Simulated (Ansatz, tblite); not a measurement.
# C22H66Si10: a ladder of methods and basis sets

Aim: run the singlet of C22H66Si10 at one geometry on many levels, and compare frontier levels, spin and run time.

Computed with Ansatz 0.2.0, Gaussian basis. Level: as each input shows.

The runs, in order: GFN1-xTB, GFN2-xTB, PBE-D4/def2-SVP, r2SCAN-D4/def2-SVP.

1 further run of the same task is left out (set aside as unsound or not needed). Runs told in other sessions of the task aren't counted.

### Step 1. The relaxed structure

The geometry is that of the singlet, from an earlier relaxation (r2SCAN-D4/def2-SVP).

SMILES `C[Si](C)(C)[Si](C)(C)[Si](C)(C)[Si](C)(C)[Si](C)(C)[Si](C)(C)[Si](C)(C)[Si](C)(C)[Si](C)(C)[Si](C)(C)C`, 98 atoms, charge 0, spin multiplicity 1.

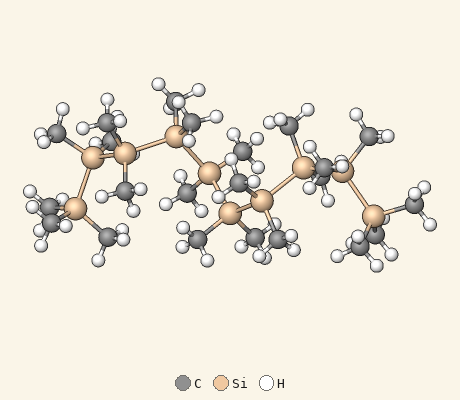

The geometry (carbon grey, silicon light orange, hydrogen white).

PBE0-D4/def2-SVP was run before; its log isn't repeated, and its numbers join the tables.

### Step 2. GFN1-xTB

Tight binding, by tblite at 300 K electronic temperature and without a spin-polarisation term:

```python
tblite.interface.Calculator('GFN1-xTB', numbers, positions, charge=0, uhf=0).singlepoint()
```

Energy -2735.8811 eV, HOMO -9.84 eV, LUMO -6.90 eV; 0.57 s.

### Step 3. GFN2-xTB

Tight binding, by tblite at 300 K electronic temperature and without a spin-polarisation term:

```python
tblite.interface.Calculator('GFN2-xTB', numbers, positions, charge=0, uhf=0).singlepoint()
```

Energy -2662.3987 eV, HOMO -8.45 eV, LUMO -5.14 eV; 0.53 s.

### Step 4. PBE-D4/def2-SVP

start.molden holds the orbitals of an earlier run on this state, given as this run's starting guess.

Input file in.yaml:

```yaml
crystal:
  periodic: [false, false, false]
  atoms:
    - {symbol: C, position_ang: [-8.972823, 0.157159, -0.676022]}
    - {symbol: Si, position_ang: [-7.220982, 0.834285, -0.422569]}
    - {symbol: C, position_ang: [-6.645911, 1.629563, -2.039919]}
    - {symbol: C, position_ang: [-7.309109, 2.170485, 0.914833]}
    - {symbol: Si, position_ang: [-5.855791, -0.981319, 0.244373]}
    - {symbol: C, position_ang: [-5.839638, -1.070201, 2.146118]}
    - {symbol: C, position_ang: [-6.672276, -2.576007, -0.406859]}
    - {symbol: Si, position_ang: [-3.640013, -0.965365, -0.570664]}
    - {symbol: C, position_ang: [-2.921742, -2.699283, -0.244175]}
    - {symbol: C, position_ang: [-3.641393, -0.652528, -2.444936]}
    - {symbol: Si, position_ang: [-2.351281, 0.619271, 0.599989]}
    - {symbol: C, position_ang: [-1.981580, -0.067469, 2.332305]}
    - {symbol: C, position_ang: [-3.378121, 2.207636, 0.828028]}
    - {symbol: Si, position_ang: [-0.395830, 1.296898, -0.536386]}
    - {symbol: C, position_ang: [0.519390, 2.539117, 0.577838]}
    - {symbol: C, position_ang: [-0.981599, 2.249969, -2.080841]}
    - {symbol: Si, position_ang: [1.112725, -0.333840, -1.336030]}
    - {symbol: C, position_ang: [0.232496, -1.402297, -2.643736]}
    - {symbol: C, position_ang: [2.488663, 0.615863, -2.248079]}
    - {symbol: Si, position_ang: [2.138342, -1.790246, 0.212091]}
    - {symbol: C, position_ang: [0.899794, -2.450048, 1.496441]}
    - {symbol: C, position_ang: [2.768295, -3.282659, -0.789314]}
    - {symbol: Si, position_ang: [3.916837, -0.862561, 1.459182]}
    - {symbol: C, position_ang: [4.266081, -2.122411, 2.847598]}
    - {symbol: C, position_ang: [3.361685, 0.746127, 2.306039]}
    - {symbol: Si, position_ang: [5.946170, -0.540981, 0.275129]}
    - {symbol: C, position_ang: [5.918516, -1.298186, -1.468238]}
    - {symbol: C, position_ang: [7.314321, -1.437571, 1.253806]}
    - {symbol: Si, position_ang: [6.608540, 1.719845, 0.137266]}
    - {symbol: C, position_ang: [6.890451, 2.422077, 1.871886]}
    - {symbol: C, position_ang: [5.367218, 2.820758, -0.772142]}
    - {symbol: C, position_ang: [8.254069, 1.777747, -0.801382]}
    - {symbol: H, position_ang: [-9.668147, 0.966129, -0.959624]}
    - {symbol: H, position_ang: [-9.360681, -0.308530, 0.245418]}
    - {symbol: H, position_ang: [-9.001536, -0.605646, -1.471340]}
    - {symbol: H, position_ang: [-6.581662, 0.892697, -2.857148]}
    - {symbol: H, position_ang: [-5.651731, 2.093001, -1.928745]}
    - {symbol: H, position_ang: [-7.349846, 2.419457, -2.354191]}
    - {symbol: H, position_ang: [-7.612088, 1.749574, 1.887822]}
    - {symbol: H, position_ang: [-8.054450, 2.935489, 0.635935]}
    - {symbol: H, position_ang: [-6.344235, 2.682822, 1.054302]}
    - {symbol: H, position_ang: [-6.860676, -1.207016, 2.541437]}
    - {symbol: H, position_ang: [-5.431792, -0.147585, 2.590418]}
    - {symbol: H, position_ang: [-5.226800, -1.915270, 2.502855]}
    - {symbol: H, position_ang: [-6.114635, -3.468055, -0.075545]}
    - {symbol: H, position_ang: [-6.706303, -2.591686, -1.508869]}
    - {symbol: H, position_ang: [-7.708071, -2.670235, -0.039442]}
    - {symbol: H, position_ang: [-3.480361, -3.469984, -0.801642]}
    - {symbol: H, position_ang: [-1.865140, -2.762215, -0.554150]}
    - {symbol: H, position_ang: [-2.969608, -2.956869, 0.826789]}
    - {symbol: H, position_ang: [-4.314055, -1.358223, -2.961433]}
    - {symbol: H, position_ang: [-2.630786, -0.784970, -2.864437]}
    - {symbol: H, position_ang: [-3.978020, 0.368107, -2.685508]}
    - {symbol: H, position_ang: [-1.327626, 0.613652, 2.902948]}
    - {symbol: H, position_ang: [-1.487802, -1.049646, 2.282515]}
    - {symbol: H, position_ang: [-2.917410, -0.191102, 2.902565]}
    - {symbol: H, position_ang: [-4.263119, 1.994683, 1.450679]}
    - {symbol: H, position_ang: [-2.796763, 2.997931, 1.331979]}
    - {symbol: H, position_ang: [-3.734454, 2.610396, -0.134148]}
    - {symbol: H, position_ang: [0.825620, 2.085265, 1.532969]}
    - {symbol: H, position_ang: [1.426999, 2.923588, 0.081072]}
    - {symbol: H, position_ang: [-0.127794, 3.403058, 0.805319]}
    - {symbol: H, position_ang: [-1.528057, 1.597553, -2.780869]}
    - {symbol: H, position_ang: [-1.655919, 3.075415, -1.795588]}
    - {symbol: H, position_ang: [-0.128179, 2.690393, -2.623530]}
    - {symbol: H, position_ang: [-0.582214, -2.005901, -2.213187]}
    - {symbol: H, position_ang: [0.947860, -2.093794, -3.120032]}
    - {symbol: H, position_ang: [-0.200431, -0.769904, -3.437797]}
    - {symbol: H, position_ang: [3.132290, -0.083927, -2.808555]}
    - {symbol: H, position_ang: [2.069388, 1.333747, -2.973383]}
    - {symbol: H, position_ang: [3.130171, 1.174795, -1.547726]}
    - {symbol: H, position_ang: [-0.027568, -2.813883, 1.022787]}
    - {symbol: H, position_ang: [1.342479, -3.289263, 2.059065]}
    - {symbol: H, position_ang: [0.623129, -1.668463, 2.221730]}
    - {symbol: H, position_ang: [3.391109, -2.968180, -1.641713]}
    - {symbol: H, position_ang: [3.372982, -3.959691, -0.161938]}
    - {symbol: H, position_ang: [1.919668, -3.864102, -1.187912]}
    - {symbol: H, position_ang: [5.096309, -1.784110, 3.490215]}
    - {symbol: H, position_ang: [4.538218, -3.111872, 2.444645]}
    - {symbol: H, position_ang: [3.376555, -2.252019, 3.487003]}
    - {symbol: H, position_ang: [2.408968, 0.597692, 2.842437]}
    - {symbol: H, position_ang: [4.111610, 1.073413, 3.045428]}
    - {symbol: H, position_ang: [3.217108, 1.565450, 1.584411]}
    - {symbol: H, position_ang: [5.136236, -0.846414, -2.098303]}
    - {symbol: H, position_ang: [6.889105, -1.140522, -1.968460]}
    - {symbol: H, position_ang: [5.735753, -2.384510, -1.425957]}
    - {symbol: H, position_ang: [8.288246, -1.340580, 0.744400]}
    - {symbol: H, position_ang: [7.423993, -1.027078, 2.270752]}
    - {symbol: H, position_ang: [7.092456, -2.513619, 1.350847]}
    - {symbol: H, position_ang: [7.595104, 1.801076, 2.449421]}
    - {symbol: H, position_ang: [7.314871, 3.439315, 1.812558]}
    - {symbol: H, position_ang: [5.950763, 2.485391, 2.443515]}
    - {symbol: H, position_ang: [4.395871, 2.858226, -0.252043]}
    - {symbol: H, position_ang: [5.748779, 3.854481, -0.838143]}
    - {symbol: H, position_ang: [5.185179, 2.465844, -1.799588]}
    - {symbol: H, position_ang: [9.025487, 1.169386, -0.300717]}
    - {symbol: H, position_ang: [8.633306, 2.812674, -0.862454]}
    - {symbol: H, position_ang: [8.146814, 1.400328, -1.831798]}
basis:
  gaussian: {orbitals: def2-SVP, fitting: {mean_field: def2-universal-jkfit}, initial_orbitals: start.molden}
hamiltonian: {xc: pbe, dispersion: d4}
scf: {omitted_lower_state_checks: [starts]}
output: {orbitals: {seedname: orbitals}}
```

The run is started by

```bash
$ ansatz run in.yaml --threads 4 --pin off --events-out ev --progress --plain --max-ram 41984MiB --backend cuda --devices 0, --max-vram 37GiB
```

Further steps of the session: r2SCAN-D4/def2-SVP.

Before running them: what should the planned runs give, taken together? Wanted: gap in def2-SVP, named functionals, smallest and largest; binding an atom, functionals in def2-SVP.

**Answer**, as computed:

| quantity | value |
| --- | --- |
| gap in def2-SVP, named functionals, smallest and largest | 4.50 eV (PBE-D4), 6.24 eV (PBE0-D4) |
| binding an atom, functionals in def2-SVP | 3.96 (r2SCAN-D4) to 4.00 eV (PBE-D4) |

In words: Orbital gaps of the named functionals in def2-SVP span 4.50 eV (PBE-D4) to 6.24 eV (PBE0-D4); exact exchange widens it.
